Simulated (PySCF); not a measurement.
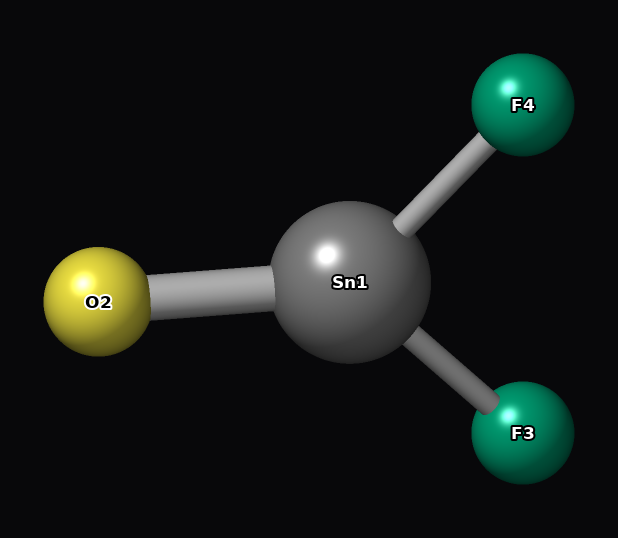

The thickness of each stick grows with its Mayer bond order. The computed structure is the end point of a PBE0/def2-TZVP with core potentials optimisation. Level of theory: PBE0/def2-TZVP, core potentials on Sn (PySCF 2.14.0).

List the Mayer bond orders of Sn1–O2, Sn1–F3 (one bond of each equivalent set).

| bond | Mayer order | length (Å) |
| --- | --- | --- |
| Sn1–O2 | 1.85 | 1.810 |
| Sn1–F3 | 0.87 | 1.893 |
